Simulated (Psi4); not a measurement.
# C2H5B (SMILES BC=C): BHLYP/6-311+G(d,p)

Aim: the vertical ionisation energy of C2H5B at BHLYP/6-311+G**, from 2 runs. 

The results are computed with Psi4 1.11.

4 further runs of the same task are left out: 1 that didn't finish, 3 set aside as unsound or not needed.

**1. The system as given**

C2H5B: 8 atoms, total charge 0, spin state singlet. As SMILES, `BC=C`. The coordinates come from a PBE0-D4/def2-TZVP relaxation.

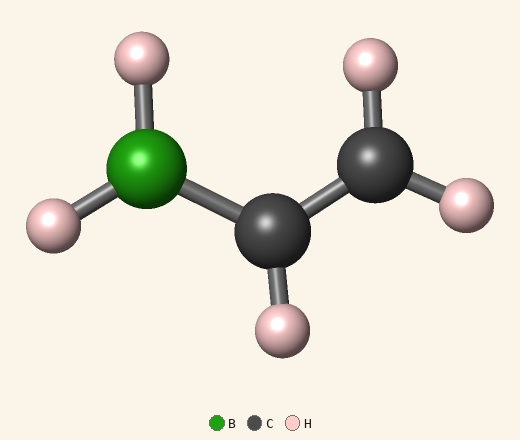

The structure, seen from a chosen angle (boron green, carbon dark grey, hydrogen pink).

**2. Energy and forces at BHLYP/6-311+G(d,p)**

The input, c2h5b.xyz:

```xyz
8
C2H5B
B     -0.619200     0.876300    -0.693900
C      0.322000     0.273500     0.357500
C      0.459500    -1.054300     0.465500
H     -1.226400     0.135900    -1.414800
H     -0.762800     2.058300    -0.813400
H      0.897400     0.899500     1.037300
H     -0.092700    -1.722500    -0.189400
H      1.114300    -1.523800     1.195500
```

The input, c2h5b_ase.py:

```python
import numpy as np
from ase.calculators.psi4 import Psi4
from ase.io import read

a = read('c2h5b.xyz')
calc = Psi4(atoms=a, method='bhhlyp', basis='6-311+G**', memory='1600MB', num_threads=1, charge=0, multiplicity=1, label='c2h5b')
calc.psi4.set_options({'puream': True, 'e_convergence': 1e-09, 'd_convergence': 1e-08, 'scf_type': 'pk', 'dft_radial_points': 99, 'dft_spherical_points': 590})
a.calc = calc

forces = a.get_forces()
print(f'energy: {a.get_potential_energy():.6f} eV')
print('forces / eV A^-1')
print(np.round(forces, 5))
```

Command:

```console
$ python c2h5b_ase.py
```

c2h5b.dat:

```text
[...]
  Running in c1 symmetry.
[...]
  Nuclear repulsion =   58.087442208705703
[...]
  Multiplicity = 1
[...]
  Nalpha       = 11
  Nbeta        = 11
[...]
    Number of basis functions: 96
[...]
   @RKS iter   1:  -103.79181512673166   -7.12793e-01   6.17352e-03 DIIS/ADIIS
[...]
   @RKS iter  11:  -103.98533183279145   -8.52651e-13   2.23059e-09 DIIS
[...]
    Orbital Energies [Eh]
    ---------------------
    Doubly Occupied:
       1A    -10.610158     2A    -10.572651     3A     -7.074869
       4A     -0.887469     5A     -0.682417     6A     -0.583435
       7A     -0.529981     8A     -0.474269     9A     -0.395434
      10A     -0.389883    11A     -0.343502
[...]
  @RKS Final Energy:  -103.98533183279145
   => Energetics <=
    Nuclear Repulsion Energy =             58.0874422087057027
    One-Electron Energy =                -252.8108804412527775
    Two-Electron Energy =                  99.4168233171145630
    DFT Exchange-Correlation Energy =      -8.6787169173589458
    Empirical Dispersion Energy =           0.0000000000000000
    VV10 Nonlocal Energy =                  0.0000000000000000
    Total Energy =                       -103.9853318327914451
[...]
 Multipole Moments:
 ------------------------------------------------------------------------------------
     Multipole            Electronic (a.u.)      Nuclear  (a.u.)        Total (a.u.)
 ------------------------------------------------------------------------------------
 L = 1.  Multiply by 2.5417464519 to convert [e a0] to [Debye]
 Dipole X            :         -0.0551309            0.2925249            0.2373939
 Dipole Y            :          0.6442327           -0.9903121           -0.3460794
 Dipole Z            :         -0.0391511            0.2973398            0.2581887
 Magnitude           :                                                    0.4927355
[...]
  -Total Gradient:
     Atom            X                  Y                   Z
    ------   -----------------  -----------------  -----------------
       1        0.002762109609    -0.001817481880     0.003114098997
       2       -0.003093912771     0.002719850821    -0.003453133419
       3        0.000063584370     0.000029250679     0.000088036451
       4       -0.002361576605    -0.003326260816    -0.002831139794
       5       -0.000559526779     0.004841461303    -0.000463108271
       6        0.002841486195     0.002924512449     0.003351673897
       7       -0.002933434432    -0.002984833778    -0.003462983733
       8        0.003281292863    -0.002385725894     0.003656612047
[...]
```

Standard output:

```text
energy: -2829.585005 eV
forces / eV A^-1
[[-0.14203  0.09346 -0.16013]
 [ 0.1591  -0.13986  0.17757]
 [-0.00327 -0.0015  -0.00453]
 [ 0.12144  0.17104  0.14558]
 [ 0.02877 -0.24896  0.02381]
 [-0.14612 -0.15038 -0.17235]
 [ 0.15084  0.15349  0.17807]
 [-0.16873  0.12268 -0.18803]]
```

Wall time 26 s (1 thread of AMD EPYC 7R43 (Zen 3), shared host); peak memory 0.78 GiB.

**3. The doublet cation, same level**

The input, c2h5b.py:

```python
import psi4

psi4.set_memory(1600000000)
psi4.set_num_threads(1)
psi4.core.set_output_file('output.dat', False)

m = psi4.geometry("""
1 2
B     -0.619200     0.876300    -0.693900
C      0.322000     0.273500     0.357500
C      0.459500    -1.054300     0.465500
H     -1.226400     0.135900    -1.414800
H     -0.762800     2.058300    -0.813400
H      0.897400     0.899500     1.037300
H     -0.092700    -1.722500    -0.189400
H      1.114300    -1.523800     1.195500
units angstrom
symmetry c1
no_reorient
no_com
""")

psi4.set_options({
    'basis': '6-311+G**',
    'reference': 'uks',
    'puream': True,
    'e_convergence': 1e-09,
    'd_convergence': 1e-08,
    'scf_type': 'pk',
    'dft_radial_points': 99,
    'dft_spherical_points': 590,
    'maxiter': 100,
})

e_tot, wfn = psi4.gradient('BHHLYP', return_wfn=True)
psi4.oeprop(wfn, 'DIPOLE', 'MULLIKEN_CHARGES', 'LOWDIN_CHARGES')
print('gradient / Eh bohr^-1')
print(e_tot.np.round(6))
print(f'energy = {wfn.energy():.10f} Eh')
for k, v in sorted(psi4.core.scalar_variables().items()):
    print(f'{k:45s} {v:18.10f}')
```

Command:

```console
$ python c2h5b.py
```

output.dat (excerpt; [...] marks lines left out):

```text
[...]
  Running in c1 symmetry.
[...]
  Nuclear repulsion =   58.087442208705703
[...]
  Multiplicity = 2
[...]
  Nalpha       = 11
  Nbeta        = 10
[...]
    Number of basis functions: 96
[...]
   @UKS iter   1:  -103.39109768155311   -3.12076e-01   5.60846e-03 ADIIS/DIIS
[...]
   @UKS iter  29:  -103.59755701129724   -2.25953e-11   8.05588e-09 DIIS
[...]
   @S^2 Observed:                7.518981608E-01
[...]
  @UKS Final Energy:  -103.59755701129724
   => Energetics <=
    Nuclear Repulsion Energy =             58.0874422087057027
    One-Electron Energy =                -246.6311862332554767
    Two-Electron Energy =                  93.4817040049537837
    DFT Exchange-Correlation Energy =      -8.5355169917012610
    Empirical Dispersion Energy =           0.0000000000000000
    VV10 Nonlocal Energy =                  0.0000000000000000
    Total Energy =                       -103.5975570112972406
[...]
  -Total Gradient:
     Atom            X                  Y                   Z
    ------   -----------------  -----------------  -----------------
       1        0.035482496939    -0.027964034900     0.039465713979
       2       -0.015608946679    -0.065279374832    -0.020260374263
       3       -0.011804859061     0.087288737330    -0.010248590145
       4       -0.006409007986    -0.003391801922    -0.007432838724
       5       -0.003964768394     0.010943843651    -0.004134024863
       6        0.002032395131     0.002050463226     0.002437655827
       7       -0.001801998109    -0.001671036496    -0.002110155775
       8        0.002074691333    -0.001976042556     0.002282647383
[...]
 Multipole Moments:
 ------------------------------------------------------------------------------------
     Multipole            Electronic (a.u.)      Nuclear  (a.u.)        Total (a.u.)
[...]
  Mulliken Charges: (a.u.)
   Center  Symbol    Alpha    Beta     Spin     Total
       1     B     2.48556  2.49741 -0.01185  0.01703
       2     C     3.21441  2.62243  0.59198  0.16316
       3     C     3.29169  2.79930  0.49239 -0.09099
       4     H     0.46682  0.46687 -0.00005  0.06632
       5     H     0.45638  0.45783 -0.00145  0.08579
       6     H     0.35968  0.38613 -0.02645  0.25418
       7     H     0.36476  0.38724 -0.02248  0.24800
       8     H     0.36070  0.38279 -0.02209  0.25651
   Total alpha = 11.00000, Total beta = 10.00000, Total charge =  1.00000
[...]
```

Standard output:

```text
gradient / Eh bohr^-1
[[ 0.035482 -0.027964  0.039466]
 [-0.015609 -0.065279 -0.02026 ]
 [-0.011805  0.087289 -0.010249]
 [-0.006409 -0.003392 -0.007433]
 [-0.003965  0.010944 -0.004134]
 [ 0.002032  0.00205   0.002438]
 [-0.001802 -0.001671 -0.00211 ]
 [ 0.002075 -0.001976  0.002283]]
energy = -103.5975570113 Eh
CURRENT ENERGY                                   -103.5975570113
CURRENT REFERENCE ENERGY                         -103.5975570113
DD SOLVATION ENERGY                                 0.0000000000
DFT FUNCTIONAL TOTAL ENERGY                      -103.5975570113
DFT TOTAL ENERGY                                 -103.5975570113
DFT VV10 ENERGY                                     0.0000000000
DFT XC ENERGY                                      -8.5355169917
GRID ELECTRONS ALPHA                               11.0000001596
GRID ELECTRONS BETA                                10.0000001504
GRID ELECTRONS TOTAL                               21.0000003100
NUCLEAR REPULSION ENERGY                           58.0874422087
ONE-ELECTRON ENERGY                              -246.6311862333
PCM POLARIZATION ENERGY                             0.0000000000
PE ENERGY                                           0.0000000000
SCF ITERATION ENERGY                             -103.5975570113
SCF ITERATIONS                                     29.0000000000
SCF TOTAL ENERGY                                 -103.5975570113
TWO-ELECTRON ENERGY                                93.4817040050
XC GRID RADIAL POINTS                              99.0000000000
XC GRID SPHERICAL POINTS                          590.0000000000
XC GRID TOTAL POINTS                           447936.0000000000
```

It took 84 s on 1 thread of AMD EPYC 7R43 (Zen 3), shared host; peak memory 0.77 GiB.

**4. What came out**

At BHLYP/6-311+G**:

| quantity | value |
| --- | --- |
| singlet C2H5B: total energy | -103.98533 Eh |
| singlet C2H5B: dipole moment | 1.25 D |
| singlet C2H5B: HOMO energy | -9.35 eV |
| singlet C2H5B: LUMO energy | -1.04 eV |
| singlet C2H5B: HOMO–LUMO gap | 8.31 eV |
| singlet C2H5B: largest force on an atom | 0.281 eV/Å |
| doublet cation: total energy | -103.59756 Eh |
| doublet cation: HOMO energy (highest over α and β) | -16.51 eV |
| doublet cation: LUMO energy (lowest over α and β) | -11.84 eV |
| doublet cation: ⟨S²⟩ | 0.752 |
| doublet cation: largest force on an atom | 4.560 eV/Å |
| vertical ionisation energy (to the doublet cation) | 10.552 eV |

In words: Removing an electron at fixed nuclei costs 10.55 eV (1018 kJ/mol). The largest force (singlet C2H5B) is 0.28 eV/Å: the shape isn't a stationary point for this species at this level. −ε(HOMO) before ionisation, 9.35 eV, is 1.20 eV below this ionisation energy. Mulliken charges (doublet cation) run from -0.09 on C3 to +0.26 on H8; in a basis this large or diffuse they mean little.
